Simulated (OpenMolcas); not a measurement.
**Relativistic diatomic calculation for NaF⁻ (part 2 of 2)**

Continued. System: NaF⁻. Method: SA-CASSCF(7,7)/XMS-CASPT2 + RASSI spin-orbit (X2C scalar, AMFI), ANO-RCC-VTZP (OpenMolcas).

### The program's output (extracts), continued
```
++ Dipole transition strengths (spin-free states):
     for osc. strength at least  1.00000000E-05
      From   To        Osc. strength     Einstein coefficients Ax, Ay, Az (sec-1)    Total A (sec-1)
         1    8       1.63703679E-01  9.32705950E+06  1.71104370E+06  0.00000000E+00  1.10381032E+07
         1    9       1.63703685E-01  1.71104367E+06  9.32705993E+06  0.00000000E+00  1.10381036E+07
         1    2       7.27463341E-02  0.00000000E+00  0.00000000E+00  2.57490355E+07  2.57490355E+07
         1   10       4.20361644E-02  1.35238981E+05  4.66488481E+07  0.00000000E+00  4.67840870E+07
         1   11       4.20361701E-02  4.66488548E+07  1.35238839E+05  0.00000000E+00  4.67840937E+07
         1    3       9.30508628E-03  0.00000000E+00  0.00000000E+00  1.16326748E+07  1.16326748E+07
         1   13       2.60764027E-03  4.03122680E+06  1.97503692E+05  0.00000000E+00  4.22873049E+06
         1   12       2.60764098E-03  1.97503789E+05  4.03122786E+06  0.00000000E+00  4.22873165E+06
         1   14       1.55028260E-01  3.70060114E+05  2.54966471E+08  0.00000000E+00  2.55336531E+08
         1   15       1.55028289E-01  2.54966519E+08  3.70059526E+05  0.00000000E+00  2.55336579E+08
         1    7       1.82539565E-03  0.00000000E+00  0.00000000E+00  3.33745946E+06  3.33745946E+06
         8    2       1.09263730E-01  1.03794738E+07  1.90276381E+06  0.00000000E+00  1.22822376E+07
         8    3       7.80627544E-04  4.85958330E+05  8.92870986E+04  0.00000000E+00  5.75245429E+05
         8    4       7.88017746E-02  1.62580325E+06  7.34149368E+07  0.00000000E+00  7.50407400E+07
         8    5       7.88289977E-02  7.34906229E+07  1.62749940E+06  0.00000000E+00  7.51181223E+07
         8    6       7.48946666E-02  1.12255720E+07  6.10163008E+07  0.00000000E+00  7.22418727E+07
         8   13       5.42440760E-02  0.00000000E+00  0.00000000E+00  5.57493547E+07  5.57493547E+07
         8   12       2.19335266E-03  0.00000000E+00  0.00000000E+00  2.25421842E+06  2.25421842E+06
         8   14       8.11626352E-04  0.00000000E+00  0.00000000E+00  8.50552934E+05  8.50552934E+05
         8   15       3.70842951E-03  0.00000000E+00  0.00000000E+00  3.88629028E+06  3.88629028E+06
         8    7       1.22607633E-02  1.23723015E+07  2.26151919E+06  0.00000000E+00  1.46338207E+07
         9    2       1.09263743E-01  1.90276373E+06  1.03794753E+07  0.00000000E+00  1.22822390E+07
         9    3       7.80625576E-04  8.92871702E+04  4.85956808E+05  0.00000000E+00  5.75243978E+05
         9    4       7.88022296E-02  7.34153458E+07  1.62582757E+06  0.00000000E+00  7.50411734E+07
         9    5       7.88290037E-02  1.62747671E+06  7.34906513E+07  0.00000000E+00  7.51181280E+07
         9    6       7.48941712E-02  6.10159097E+07  1.12254851E+07  0.00000000E+00  7.22413948E+07
         9   13       2.19335271E-03  0.00000000E+00  0.00000000E+00  2.25421847E+06  2.25421847E+06
         9   12       5.42440757E-02  0.00000000E+00  0.00000000E+00  5.57493543E+07  5.57493543E+07
         9   14       3.70843029E-03  0.00000000E+00  0.00000000E+00  3.88629109E+06  3.88629109E+06
         9   15       8.11626223E-04  0.00000000E+00  0.00000000E+00  8.50552799E+05  8.50552799E+05
         9    7       1.22607660E-02  2.26151905E+06  1.23723050E+07  0.00000000E+00  1.46338240E+07
         2   10       2.68854419E-03  1.75165329E+03  5.67197098E+05  0.00000000E+00  5.68948751E+05
         2   11       2.68854365E-03  5.67196988E+05  1.75165571E+03  0.00000000E+00  5.68948644E+05
         2    3       4.62378849E-03  0.00000000E+00  0.00000000E+00  1.26548939E+06  1.26548939E+06
         2   13       6.94383345E-03  3.06788869E+06  1.28841371E+05  0.00000000E+00  3.19673006E+06
         2   12       6.94383652E-03  1.28841360E+05  3.06789012E+06  0.00000000E+00  3.19673148E+06
         2   14       3.99039474E-02  2.93524384E+04  1.88822903E+07  0.00000000E+00  1.89116427E+07
         2   15       3.99039483E-02  1.88822907E+07  2.93524305E+04  0.00000000E+00  1.89116431E+07
         2    7       4.54292882E-02  0.00000000E+00  0.00000000E+00  2.60484781E+07  2.60484781E+07
        10    3       4.49182864E-05  5.01511588E-01  1.78535691E+02  0.00000000E+00  1.79037203E+02
        10    4       4.74230508E-04  1.04328105E+04  5.02601606E+03  0.00000000E+00  1.54588266E+04
        10    5       4.75108194E-04  5.05398899E+03  1.04908735E+04  0.00000000E+00  1.55448625E+04
        10    6       2.32273997E-04  8.08539246E+03  2.25966561E+01  0.00000000E+00  8.10798911E+03
        10   12       4.39926567E-05  0.00000000E+00  0.00000000E+00  2.10000266E+03  2.10000266E+03
        10   14       3.51572281E-05  0.00000000E+00  0.00000000E+00  1.83409197E+03  1.83409197E+03
        10    7       3.03538669E-03  7.90822822E+02  2.67319469E+05  0.00000000E+00  2.68110292E+05
        11    3       4.49183129E-05  1.78535781E+02  5.01509145E-01  0.00000000E+00  1.79037291E+02
        11    4       4.74228869E-04  5.02601722E+03  1.04327554E+04  0.00000000E+00  1.54587726E+04
        11    5       4.75108533E-04  1.04908717E+04  5.05400131E+03  0.00000000E+00  1.55448730E+04
        11    6       2.32275227E-04  2.25933950E+01  8.08543836E+03  0.00000000E+00  8.10803175E+03
        11   13       4.39926515E-05  0.00000000E+00  0.00000000E+00  2.10000235E+03  2.10000235E+03
        11   15       3.51572325E-05  0.00000000E+00  0.00000000E+00  1.83409215E+03  1.83409215E+03
        11    7       3.03538721E-03  2.67319511E+05  7.90821315E+02  0.00000000E+00  2.68110332E+05
         3   13       2.23191306E-04  5.16109484E+03  2.25359312E+02  0.00000000E+00  5.38645415E+03
         3   12       2.23191022E-04  2.25359181E+02  5.16108810E+03  0.00000000E+00  5.38644728E+03
         3   14       3.20365842E-05  1.77329856E+00  8.73281924E+02  0.00000000E+00  8.75055223E+02
         3   15       3.20367182E-05  8.73285638E+02  1.77324475E+00  0.00000000E+00  8.75058883E+02
         3    7       1.04842304E-04  0.00000000E+00  0.00000000E+00  5.74403831E+03  5.74403831E+03
        16   21       2.48147030E-05  6.97401599E+01  6.58312503E+00  0.00000000E+00  7.63232849E+01
        16   22       2.48146084E-05  6.58311884E+00  6.97398842E+01  0.00000000E+00  7.63230031E+01
        16   23       1.68885884E-03  3.10323564E+03  3.23028090E+03  0.00000000E+00  6.33351654E+03
        16   24       1.68885887E-03  3.23028011E+03  3.10323653E+03  0.00000000E+00  6.33351664E+03
        16   20       1.16406747E-04  0.00000000E+00  0.00000000E+00  1.57718861E+03  1.57718861E+03
         4   13       9.50765658E-04  1.59146893E+02  1.20911989E+03  0.00000000E+00  1.36826679E+03
         4   12       9.50766735E-04  1.20912129E+03  1.59147044E+02  0.00000000E+00  1.36826834E+03
         4   14       2.05344305E-03  3.23741957E+03  1.46525269E+03  0.00000000E+00  4.70267226E+03
         4   15       2.05345630E-03  1.46525171E+03  3.23745090E+03  0.00000000E+00  4.70270261E+03
         5   13       9.42385056E-04  1.17742562E+03  1.54975142E+02  0.00000000E+00  1.33240077E+03
         5   12       9.42385292E-04  1.54975039E+02  1.17742606E+03  0.00000000E+00  1.33240110E+03
         5   14       2.03910424E-03  1.43475144E+03  3.17004514E+03  0.00000000E+00  4.60479659E+03
         5   15       2.03910028E-03  3.17004344E+03  1.43474420E+03  0.00000000E+00  4.60478764E+03
        17   21       1.12942252E-04  1.84433311E+02  1.87403517E+01  0.00000000E+00  2.03173663E+02
        17   22       1.12942071E-04  1.87402972E+01  1.84433072E+02  0.00000000E+00  2.03173369E+02
        17   23       1.22005347E-03  8.05808883E+01  2.75307981E+03  0.00000000E+00  2.83366070E+03
        17   24       1.22005351E-03  2.75307989E+03  8.05808967E+01  0.00000000E+00  2.83366079E+03
        18   21       1.12855940E-04  1.86974227E+01  1.84010799E+02  0.00000000E+00  2.02708221E+02
        18   22       1.12855764E-04  1.84010572E+02  1.86973643E+01  0.00000000E+00  2.02707937E+02
        18   23       1.21923309E-03  2.74752917E+03  8.04184044E+01  0.00000000E+00  2.82794758E+03
        18   24       1.21923280E-03  8.04184306E+01  2.74752848E+03  0.00000000E+00  2.82794692E+03
         6   13       2.17304264E-05  1.08036595E+00  2.06874037E+01  0.00000000E+00  2.17677697E+01
         6   12       2.17296483E-05  2.06867423E+01  1.08024796E+00  0.00000000E+00  2.17669903E+01
         6   14       3.18244097E-03  5.49139613E+03  7.96175080E+00  0.00000000E+00  5.49935788E+03
         6   15       3.18243178E-03  7.96256229E+00  5.49137944E+03  0.00000000E+00  5.49934200E+03
        19   23       1.08401469E-03  7.63776680E+02  7.34139495E+02  0.00000000E+00  1.49791618E+03
        19   24       1.08401474E-03  7.34139528E+02  7.63776705E+02  0.00000000E+00  1.49791623E+03
        13   15       7.34464809E-05  0.00000000E+00  0.00000000E+00  7.22710902E+00  7.22710902E+00
        13    7       4.43001138E-03  2.62948529E+04  1.15479678E+03  0.00000000E+00  2.74496497E+04
        12   14       7.34464963E-05  0.00000000E+00  0.00000000E+00  7.22711054E+00  7.22711054E+00
        12    7       4.43001095E-03  1.15479679E+03  2.62948503E+04  0.00000000E+00  2.74496470E+04
        21   24       1.53166747E-05  0.00000000E+00  0.00000000E+00  5.11603758E-01  5.11603758E-01
        21   20       3.83202309E-03  1.29886188E+04  1.24262303E+03  0.00000000E+00  1.42312419E+04
        22   23       1.53166253E-05  0.00000000E+00  0.00000000E+00  5.11601515E-01  5.11601515E-01
        22   20       3.83202294E-03  1.24262283E+03  1.29886169E+04  0.00000000E+00  1.42312398E+04
        14    7       8.91432562E-05  3.09141890E-01  4.21606806E+02  0.00000000E+00  4.21915948E+02
        15    7       8.91431867E-05  4.21606474E+02  3.09144821E-01  0.00000000E+00  4.21915619E+02
 Electric-quadrupole - electric-quadrupole not included
 Electric-dipole - electric-octupole not included
 Electric-dipole - magnetic-quadrupole not included
   Eigenvalues of complex Hamiltonian:
  (Shifted by EMIN (a.u.) =       -262.1043089471)
 SO State       Relative EMIN(au)   Rel lowest level(eV)    D:o, cm**(-1)      Omega
     1            -0.0000010378        0.0000000000              0.0000         0.5
     2            -0.0000010378        0.0000000000              0.0000         0.5
     3             0.0457182154        1.2440842581          10034.2162         0.5
     4             0.0457182154        1.2440842581          10034.2162         0.5
     5             0.0459020177        1.2490857735          10074.5562         1.5
     6             0.0459020177        1.2490857735          10074.5562         1.5
     7             0.1049575917        2.8560698071          23035.7565         0.5
     8             0.1049575917        2.8560698071          23035.7565         0.5
     9             0.1855264341        5.0484596971          40718.5735         1.5
    10             0.1855264341        5.0484596971          40718.5735         1.5
    11             0.1866414221        5.0788000660          40963.2851         0.5
    12             0.1866414221        5.0788000660          40963.2851         0.5
    13             0.1973150875        5.3692452996          43305.8839         0.5
    14             0.1973150875        5.3692452996          43305.8839         0.5
    15             0.2158107828        5.8725388084          47365.2198         0.5
    16             0.2158107828        5.8725388084          47365.2198         0.5
    17             0.2158227014        5.8728631288          47367.8356         1.5
    18             0.2158227014        5.8728631288          47367.8356         1.5
    19             0.2174426868        5.9169451776          47723.3813         1.5
    20             0.2174426868        5.9169451776          47723.3813         1.5
    21             0
```

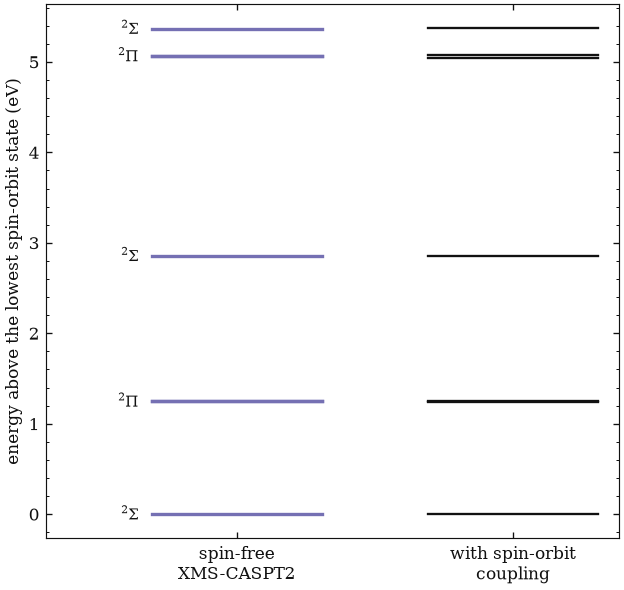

**Figure 2.** States up to 5.5 eV at 2.012 Å, without spin-orbit coupling (left, a colour for each spin multiplicity) and with it (right, where close levels merge). The spin-free states run ²Σ (0.00 eV), ²Π (1.25 eV), ²Σ (2.86 eV), ²Π (5.06 eV), ²Σ (5.37 eV) from the lowest. The lowest spin-orbit levels have |Ω| = 1/2 (0 cm⁻¹), 1/2 (10,034 cm⁻¹), 3/2 (10,075 cm⁻¹), 1/2 (23,036 cm⁻¹), 3/2 (40,719 cm⁻¹).

Outcome of the run: converged; components of a degenerate state are split by 13 cm⁻¹; whether the anion is bound against detachment isn't tested.
